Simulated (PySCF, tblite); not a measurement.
# C3H14BNSi2: geometry, infrared bands and NMR shifts

Aim: predict the infrared bands and NMR shifts of C3H14BNSi2 (`BN[Si@H](CC)C[SiH3]`).

Programs: tblite 0.8.0 and PySCF 2.14.0, with density-fitted response routines of our own. Each step states its level of theory. These are calculated values for one molecule in the gas phase, unless marked as measured. Atoms count from 0, in the outputs and in this text.

### 1 Starting geometry

21 atoms, charge 0, multiplicity 1; geometry from: force field or distance geometry start.

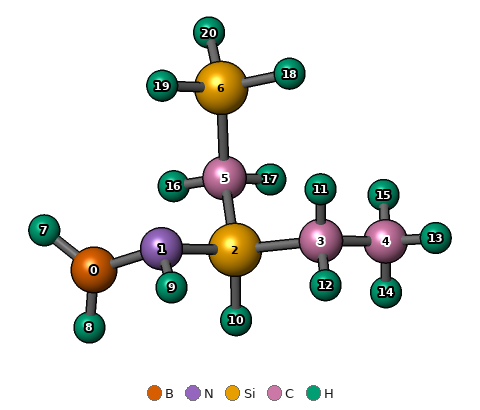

As it starts; boron orange, nitrogen purple, silicon amber, carbon pink, hydrogen teal, atoms numbered.

### 2 Relaxing the molecule with GFN2-xTB

What the job is given:

```
{"job": {"kind": "relax", "xc": "GFN2-xTB", "basis": "xTB"}, "charge": 0, "multiplicity": 1}
B     -0.913200     2.895100     0.240400
N     -1.094800     1.517100     0.839100
Si    -0.570600     0.297500    -0.368300
C     -1.077900    -1.402300     0.211000
C     -0.662500    -2.485900    -0.769100
C      1.265600     0.407100    -0.657500
Si     2.198100     0.108600     0.935600
H     -0.208600     3.690300     0.769100
H     -1.519400     3.203700    -0.727400
H     -2.116300     1.373200     1.017600
H     -1.271100     0.562600    -1.646700
H     -0.607400    -1.611700     1.205200
H     -2.184900    -1.430300     0.356900
H     -1.007800    -3.475700    -0.421300
H     -1.117000    -2.277800    -1.769700
H      0.441700    -2.516000    -0.859800
H      1.524500     1.422000    -1.031200
H      1.574900    -0.351900    -1.408200
H      1.935000    -1.257700     1.420700
H      1.767000     1.078400     1.960100
H      3.635700     0.270700     0.703100
```

On the command line:

```bash
OMP_NUM_THREADS=1 python probes_run.py task.json out
```

One launch serves the whole session: the jobs run in the order shown.

The log of the run:

```text
step      E/eV     max force
  0    -576.13147    1.752
  1    -576.29982    1.059
  2    -576.35850    0.466
  3    -576.37952    0.402
  4    -576.40173    0.366
  5    -576.41253    0.436
  6    -576.43293    0.429
  7    -576.44872    0.357
  8    -576.46497    0.388
  9    -576.48059    0.490
 10    -576.49817    0.539
 11    -576.51949    0.486
 12    -576.54943    0.415
 13    -576.59118    0.434
 14    -576.64613    0.550
 15    -576.70658    0.609
 16    -576.75296    0.764
 17    -576.85180    1.458
 18    -576.95927    0.719
 19    -577.05206    0.444
 20    -577.05339    1.027
 21    -577.10526    0.488
 22    -577.13262    0.368
 23    -577.19567    0.309
 24    -577.21908    0.337
 25    -577.23901    0.309
 26    -577.25330    0.203
 27    -577.26000    0.178
 28    -577.26442    0.138
 29    -577.26851    0.145
 30    -577.27259    0.176
 31    -577.27618    0.194
 32    -577.27915    0.146
 33    -577.28195    0.152
 34    -577.28490    0.161
 35    -577.28826    0.151
 36    -577.29148    0.138
 37    -577.29402    0.098
 38    -577.29628    0.119
 39    -577.29923    0.130
 40    -577.30197    0.140
 41    -577.30398    0.097
 42    -577.30542    0.097
 43    -577.30719    0.099
 44    -577.30959    0.144
 45    -577.31221    0.137
 46    -577.31431    0.096
 47    -577.31596    0.092
 48    -577.31755    0.097
 49    -577.31954    0.094
 50    -577.32163    0.075
 51    -577.32334    0.069
 52    -577.32463    0.065
 53    -577.32581    0.066
 54    -577.32665    0.069
 55    -577.32726    0.055
 56    -577.32787    0.044
 57    -577.32849    0.049
 58    -577.32901    0.053
 59    -577.32941    0.048
 60    -577.32977    0.044
 61    -577.33022    0.049
 62    -577.33070    0.057
 63    -577.33107    0.050
 64    -577.33129    0.033
 65    -577.33145    0.025
 66    -577.33164    0.027
 67    -577.33184    0.039
 68    -577.33204    0.040
 69    -577.33224    0.037
 70    -577.33245    0.033
 71    -577.33272    0.035
 72    -577.33304    0.043
 73    -577.33339    0.050
 74    -577.33373    0.055
 75    -577.33413    0.059
 76    -577.33467    0.064
 77    -577.33547    0.073
 78    -577.33639    0.080
 79    -577.33720    0.053
 80    -577.33773    0.043
 81    -577.33817    0.044
 82    -577.33859    0.037
 83    -577.33922    0.034
 84    -577.33948    0.025
 85    -577.33964    0.024
 86    -577.33974    0.029
 87    -577.33986    0.021
 88    -577.33999    0.021
 89    -577.34008    0.018
 90    -577.34013    0.017
 91    -577.34017    0.015
 92    -577.34023    0.016
 93    -577.34032    0.018
 94    -577.34042    0.019
 95    -577.34050    0.016
 96    -577.34056    0.019
 97    -577.34061    0.018
 98    -577.34067    0.018
 99    -577.34072    0.019
100    -577.34077    0.015
101    -577.34082    0.016
102    -577.34085    0.012
103    -577.34087    0.013
104    -577.34089    0.015
105    -577.34092    0.015
106    -577.34097    0.017
107    -577.34103    0.015
108    -577.34111    0.019
109    -577.34119    0.018
110    -577.34126    0.018
111    -577.34131    0.013
112    -577.34134    0.012
113    -577.34136    0.012
114    -577.34139    0.012
115    -577.34143    0.013
116    -577.34146    0.011
117    -577.34148    0.008
```

Wall time 1.6 s (1 thread of Arm Neoverse N1, shared host); peak memory 0.18 GiB.

The steps of the relaxation: (not every step is listed)

```tsv
step	energy from step 0 (eV)	largest force (eV/Å)
0	0.0000	1.7520
1	-0.1683	1.0590
2	-0.2270	0.4660
3	-0.2480	0.4024
4	-0.2703	0.3658
5	-0.2811	0.4360
6	-0.3015	0.4288
7	-0.3172	0.3574
8	-0.3335	0.3876
18	-0.8278	0.7194
28	-1.1329	0.1382
38	-1.1648	0.1190
48	-1.1861	0.0965
58	-1.1975	0.0526
68	-1.2006	0.0403
78	-1.2049	0.0798
88	-1.2085	0.0208
98	-1.2092	0.0180
108	-1.2096	0.0193
112	-1.2099	0.0117
113	-1.2099	0.0120
114	-1.2099	0.0122
115	-1.2100	0.0131
116	-1.2100	0.0110
117	-1.2100	0.0079
```

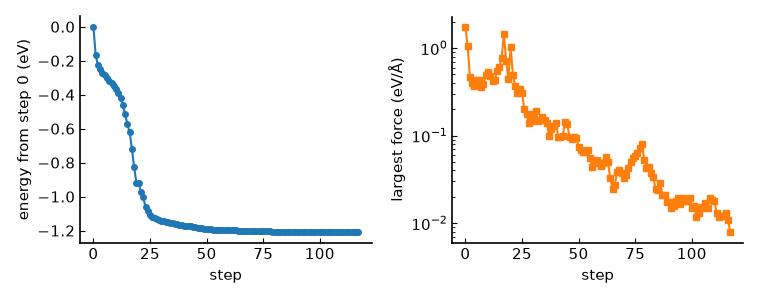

Energy and largest force along the relaxation.

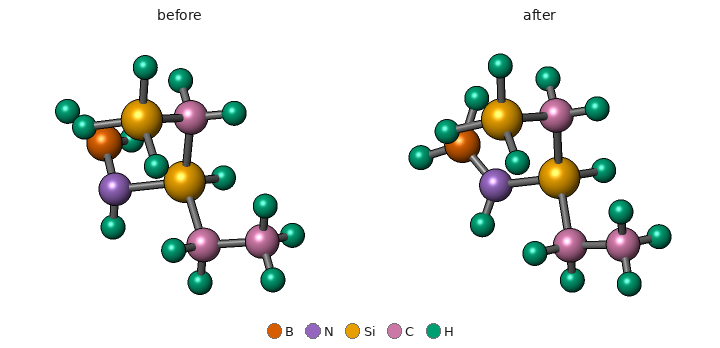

The geometry before (left) and after (right).

Close pairs (by a distance rule), those that changed most:

```tsv
bond	before (Å)	after (Å)	change (Å)
B0–N1	1.513	1.392	-0.122
N1–Si2	1.794	1.750	-0.044
N1–H9	1.047	1.009	-0.038
Si2–C5	1.862	1.899	+0.037
Si2–C3	1.866	1.902	+0.036
C4–H14	1.119	1.088	-0.031
C5–Si6	1.870	1.901	+0.031
C3–H11	1.120	1.092	-0.028
```

The final coordinates are the input of the step that follows.

### 3 Harmonic vibrations with GFN2-xTB

What the job is given:

```
{"job": {"kind": "ir", "xc": "GFN2-xTB", "basis": "xTB"}, "charge": 0, "multiplicity": 1}
B     -0.898745     2.899503     0.400554
N     -1.257442     1.556962     0.325849
Si    -0.593617     0.283172    -0.674400
C     -1.192344    -1.350197     0.095622
C     -0.646495    -2.569266    -0.636093
C      1.301532     0.402088    -0.706167
Si     2.160105     0.193819     0.976771
H     -0.032283     3.287843    -0.283990
H     -1.465140     3.616403     1.135946
H     -2.016058     1.263057     0.923075
H     -1.141522     0.428296    -2.039102
H     -0.893387    -1.406065     1.144125
H     -2.283080    -1.391902     0.082206
H     -1.026522    -3.492413    -0.200635
H     -0.932952    -2.544150    -1.684888
H      0.439320    -2.590911    -0.582887
H      1.568903     1.377479    -1.109750
H      1.697925    -0.333122    -1.406092
H      2.009810    -1.189616     1.445876
H      1.598539     1.110376     1.970245
H      3.594531     0.465586     0.823262
```

The log of the run:

```text
mode    cm-1     km/mol
  1      40.3      1.62
  2      55.1      2.80
  3      72.1      1.23
  4     103.9      0.43
  5     118.1      0.95
  6     134.5      1.73
  7     168.9      0.56
  8     214.8      0.23
  9     257.5      1.41
 10     280.0      2.08
 11     312.9      7.44
 12     328.9     26.11
 13     488.9     25.88
 14     515.9     35.62
 15     604.5     32.30
 16     638.1     21.64
 17     658.9     68.32
 18     697.2     81.12
 19     723.5      6.80
 20     730.7     42.99
 21     751.8    199.48
 22     762.4    122.78
 23     793.0    264.04
 24     797.1    327.09
 25     804.4    394.37
 26     830.6     58.55
 27     858.7    164.02
 28     934.1     91.53
 29     977.7     15.73
 30    1017.2      0.88
 31    1022.6     13.43
 32    1084.0     15.77
 33    1134.0     96.75
 34    1157.8      4.74
 35    1238.2     13.90
 36    1245.1      4.16
 37    1294.7     12.63
 38    1369.0    394.00
 39    1419.2      0.74
 40    1451.2      1.70
 41    1484.7      2.62
 42    1514.5      1.66
 43    1516.2      1.71
 44    2138.3    360.72
 45    2216.7    396.79
 46    2227.5    290.78
 47    2259.4    260.36
 48    2603.8    189.89
 49    2638.0    182.79
 50    2962.8     58.40
 51    2976.9     27.29
 52    2982.1     40.57
 53    2996.7     18.96
 54    3010.6     55.34
 55    3031.0     58.72
 56    3038.1     31.14
 57    3440.8      2.85
```

Wall time 1.5 s (1 thread of Arm Neoverse N1, shared host); peak memory 0.18 GiB.

Which atoms move in the most intense modes:

```tsv
cm⁻¹	km/mol	atoms
793	264.0	H19 45 %, H18 40 %
797	327.1	H20 42 %, H19 25 %
804	394.4	H20 36 %, H18 36 %, Si6 13 %
1369	394.0	N1 42 %, B0 41 %
2138	360.7	H10 97 %
2217	396.8	H18 79 %, H20 17 %
2228	290.8	H20 79 %, H18 17 %
2259	260.4	H19 95 %
```

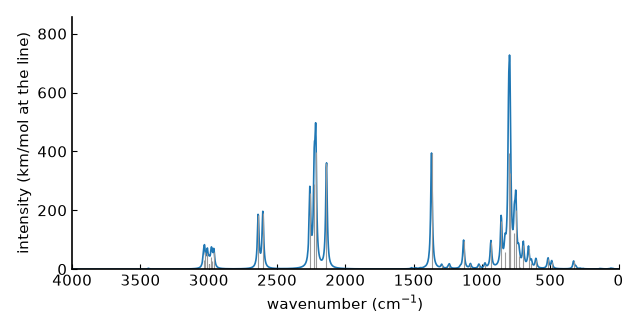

The infrared spectrum from these modes, unscaled. Lines are broadened to a width of 14 cm⁻¹ (Lorentzian).

### 4 Nuclear shieldings: PBE0/pcSseg-1

Same as in step 3 but for these lines:

```diff
@@ -1,2 +1,2 @@
-{"job": {"kind": "ir", "xc": "GFN2-xTB", "basis": "xTB"}, "charge": 0, "multiplicity": 1}
+{"job": {"kind": "nmr", "xc": "PBE0", "basis": "pcSseg-1"}, "charge": 0, "multiplicity": 1}
 B     -0.898745     2.899503     0.400554
```

Method: GIAO PBE0/pcSseg-1 NMR shielding, non-relativistic, gas phase.

The log of the run:

```text
coarse grid: 17336 points
cycle   1  E = -780.7418981673  dE =  2.551e-01  |g| = 5.482e-01  |ddm| = 3.899e+00
cycle   2  E = -780.7154477709  dE =  2.645e-02  |g| = 6.467e-01  |ddm| = 9.470e-01
cycle   3  E = -780.8152890386  dE = -9.984e-02  |g| = 7.306e-02  |ddm| = 5.456e-01
cycle   4  E = -780.8163787863  dE = -1.090e-03  |g| = 3.170e-02  |ddm| = 7.802e-02
cycle   5  E = -780.8165997923  dE = -2.210e-04  |g| = 7.593e-03  |ddm| = 2.676e-02
cycle   6  E = -780.8166137858  dE = -1.399e-05  |g| = 1.909e-03  |ddm| = 9.049e-03
cycle   7  E = -780.8166147097  dE = -9.239e-07  |g| = 3.387e-04  |ddm| = 2.082e-03
final grid: 154888 points
cycle   8  E = -780.8527373246  dE = -4.230e-05  |g| = 8.218e-03  |ddm| = 2.758e-02
cycle   9  E = -780.8527286654  dE =  8.659e-06  |g| = 1.031e-02  |ddm| = 1.487e-02
cycle  10  E = -780.8527541466  dE = -2.548e-05  |g| = 9.218e-04  |ddm| = 8.079e-03
cycle  11  E = -780.8527543273  dE = -1.808e-07  |g| = 3.073e-04  |ddm| = 7.736e-04
cycle  12  E = -780.8527543472  dE = -1.988e-08  |g| = 6.956e-05  |ddm| = 2.715e-04
cycle  13  E = -780.8527543485  dE = -1.245e-09  |g| = 2.030e-05  |ddm| = 9.291e-05
cycle  14  E = -780.8527543486  dE = -9.686e-11  |g| = 4.636e-06  |ddm| = 2.142e-05
converged SCF energy = -780.8527543486

GIAO shielding tensors (ppm)
atom      isotropic    diamagn.    paramagn.     s11        s22        s33       span
  0 B       57.604     195.894    -138.291     18.834     29.076    124.901    106.067
  1 N      132.059     326.428    -194.370      7.104    157.622    231.451    224.347
  2 Si     356.142     882.467    -526.325    321.641    364.343    382.441     60.800
  3 C      177.224     256.510     -79.286    169.519    174.941    187.212     17.693
  4 C      178.582     247.299     -68.717    172.838    175.216    187.693     14.855
  5 C      197.381     260.636     -63.255    190.021    199.705    202.418     12.397
  6 Si     430.600     880.909    -450.309    408.120    415.205    468.476     60.356
  7 H       26.717      31.907      -5.190     23.087     26.378     30.687      7.599
  8 H       26.501      29.554      -3.053     24.352     26.596     28.556      4.204
  9 H       27.113      32.992      -5.879     21.892     28.339     31.108      9.216
 10 H       26.489      30.883      -4.394     23.498     24.242     31.727      8.229
 11 H       30.936      35.027      -4.091     27.849     29.174     35.786      7.937
 12 H       30.885      32.346      -1.461     25.581     29.678     37.397     11.816
 13 H       30.308      28.287       2.021     25.134     27.438     38.351     13.217
 14 H       30.807      29.827       0.980     26.384     28.632     37.404     11.020
 15 H       30.820      31.817      -0.997     25.346     31.187     35.926     10.580
 16 H       31.273      32.946      -1.674     26.350     28.147     39.321     12.971
 17 H       31.857      33.304      -1.447     27.301     28.943     39.327     12.026
 18 H       27.802      30.599      -2.797     23.678     27.292     32.437      8.760
 19 H       27.851      30.604      -2.753     23.956     27.268     32.328      8.372
 20 H       27.717      29.028      -1.310     24.025     25.144     33.983      9.958
```

It took 80 s on 1 thread of Arm Neoverse N1, shared host; peak memory 1 GiB.

Shifts follow as δ = σ(reference) − σ, with reference shieldings (ppm) from runs at the same level and on the same kind of geometry: ¹H TMS 31.72, ¹³C TMS 186.9, ²⁹Si TMS 349.2, ¹⁵N NH3 267.7, ¹¹B BF3·OEt2 100.1. The references are single molecules in the gas phase, so shifts against H2O, NH3, PH3, H3PO4 or CFCl3 are not on the usual liquid scales and can be off by tens of ppm. Atoms listed in one row are averaged.

```tsv
atoms	environment	σ (ppm)	δ (ppm)	δ scaled to CDCl3
C3	sp3 CH2 bonded to Si	177.2	9.7	7.6
C4	methyl carbon	178.6	8.3	6.2
C5	sp3 CH2 bonded to 2 Si	197.4	-10.5	-12.1
H10	hydrogen on a silicon bonded to 2 C, N	26.49	5.23	–
H7, H8	hydrogen on a boron bonded to N	26.61	5.11	–
H9	hydrogen on a nitrogen bonded to B, Si	27.11	4.60	–
H18, H19, H20	hydrogen on a silicon bonded to C	27.79	3.93	–
H13, H14, H15	hydrogen on a methyl carbon	30.64	1.07	1.12
H12	hydrogen on an sp3 CH2 bonded to Si	30.89	0.83	0.89
H11	hydrogen on an sp3 CH2 bonded to Si	30.94	0.78	0.84
H16	hydrogen on an sp3 CH2 bonded to 2 Si	31.27	0.44	0.52
H17	hydrogen on an sp3 CH2 bonded to 2 Si	31.86	-0.14	-0.03
B0	boron bonded to N, 2 H	57.6	42.5	–
N1	nitrogen bonded to B, Si, H	132.1	135.7	–
Si2	silicon bonded to 2 C, N, H	356.1	-7.0	–
Si6	silicon bonded to C, 3 H	430.6	-81.4	–
```

The scaled column applies a straight-line fit of computed shieldings to shifts measured in CDCl3 (root-mean-square error 0.16 ppm for H, 1.9 ppm for C).

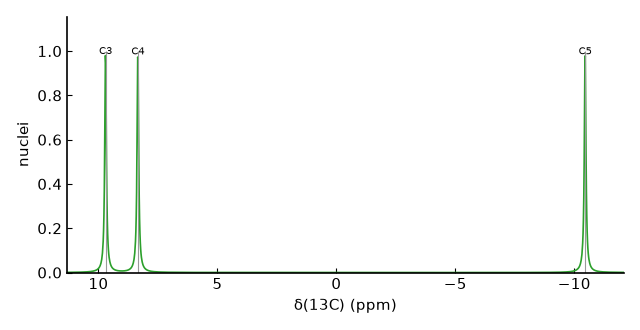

¹³C lines at the computed shifts, without couplings. Lines are broadened to a width of 0.08 ppm (Lorentzian).

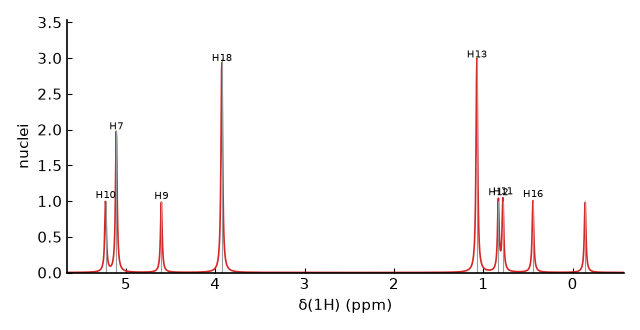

¹H lines at the computed shifts, without couplings. Lines are broadened to a width of 0.02 ppm (Lorentzian).

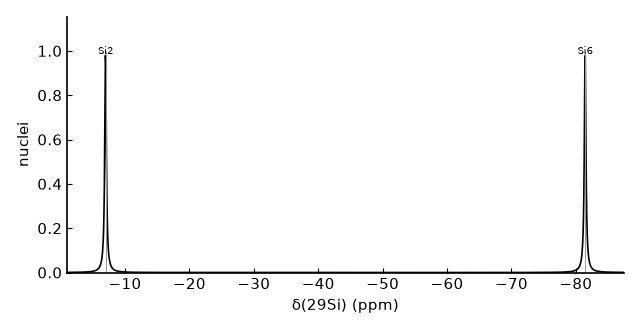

²⁹Si lines at the computed shifts, without couplings. Lines are broadened to a width of 0.30 ppm (Lorentzian).

Charges from the same density, by scheme (e):

```tsv
atoms	Mulliken	IAO	Hirshfeld	ESP fit
B0	0.14	-0.01	0.10	0.24
N1	-0.66	-0.63	-0.25	-0.50
Si2	0.96	1.04	0.41	0.42
C3	-0.61	-0.55	-0.16	0.06
C4	-0.29	-0.41	-0.12	-0.31
C5	-0.87	-0.83	-0.25	-0.50
Si6	0.48	0.60	0.31	0.38
```

ESP fit charges:

B0 0.24; N1 -0.50; Si2 0.42; C3 0.06; C4 -0.31; C5 -0.50; Si6 0.38; H7 -0.09; H8 -0.12; H9 0.26; H10 -0.11; H11 0.00; H12 0.01; H13 0.08; H14 0.07; H15 0.09; H16 0.17; H17 0.14; H18 -0.10; H19 -0.09; H20 -0.11

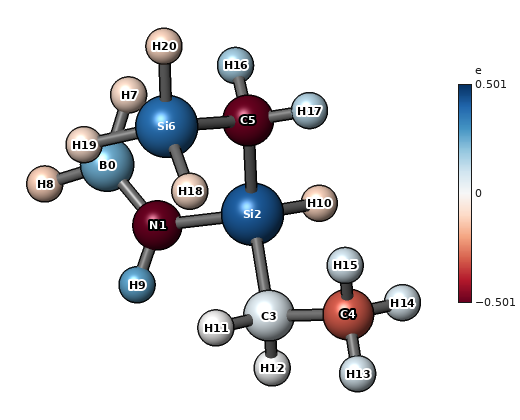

ESP fit charges, as colours on the atoms.

Mayer bond orders: B0–N1 1.35, N1–Si2 0.86, Si2–C3 0.92, C3–C4 1.06, Si2–C5 0.92, C5–Si6 0.91.

The fields below are evaluated on a grid from the run's orbitals.

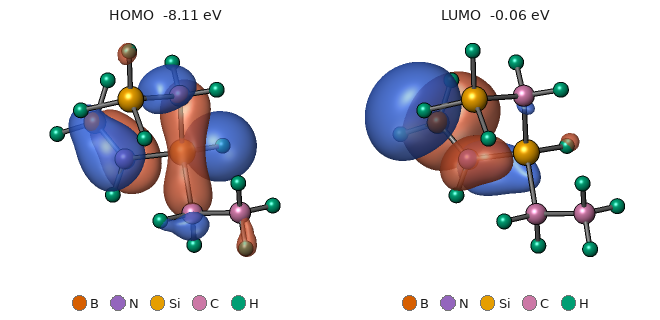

Frontier orbitals at PBE0/pcSseg-1; each surface holds 70 % of the orbital's density, blue and red mark the sign.

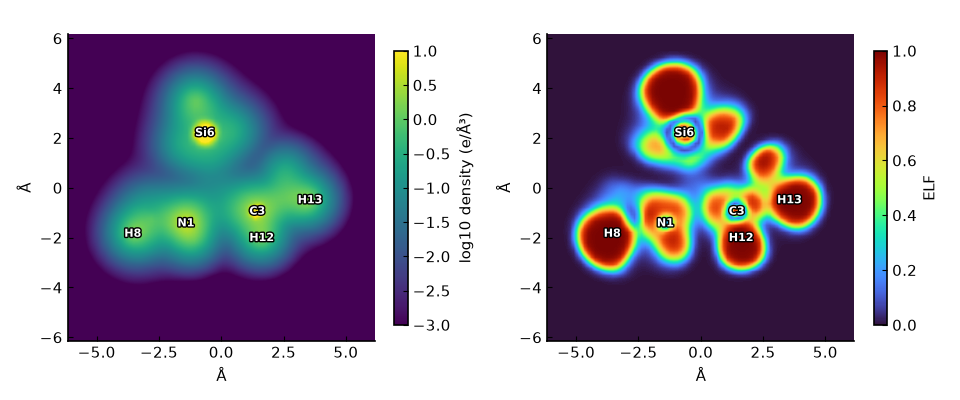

Density (left) and ELF (right) in a plane through or near 6 of the atoms.

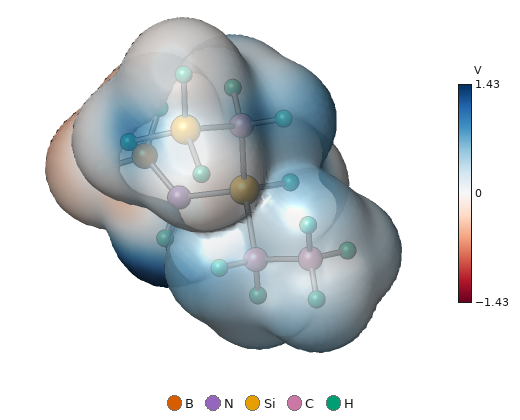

Electrostatic potential on the surface of density 0.002 e/bohr³; red is low, blue high. It runs from -0.51 to 1.43 V.

### 5 Summary of results

| quantity | value |
| --- | --- |
| strongest single infrared mode (GFN2-xTB) | 2217 cm⁻¹, 397 km/mol |
| zero-point energy (GFN2-xTB) | 101.7 kcal/mol |
| ¹³C shifts against TMS (PBE0/pcSseg-1) | 9.7, 8.3, -10.5 ppm |
| ¹H shifts against TMS (PBE0/pcSseg-1, means over atoms taken as alike) | 5.23, 5.11, 4.60, 3.93, 1.07, 0.83, 0.78, 0.44, -0.14 ppm |
| ¹¹B shifts against BF3·OEt2 (PBE0/pcSseg-1) | 42.5 ppm |
| ¹⁵N shifts against NH3 (PBE0/pcSseg-1) | 135.7 ppm |
| ²⁹Si shifts against TMS (PBE0/pcSseg-1) | -7.0, -81.4 ppm |
| surface potential, least and greatest | -0.51 V and 1.43 V |

What this shows: Relaxing lowered the energy by 1.210 eV in 117 steps; the close pair that moved most is B0–N1, from 1.513 to 1.392 Å. No mode is imaginary among the 57: a minimum at this level. The strongest single mode, at 2217 cm⁻¹, moves mainly H18. Unscaled tight-binding wavenumbers are off by several per cent, some by more. Its intensities can rank the bands wrongly. At PBE0/pcSseg-1: The widest tensor belongs to N1: span 224 ppm, with a paramagnetic part of -194 ppm.
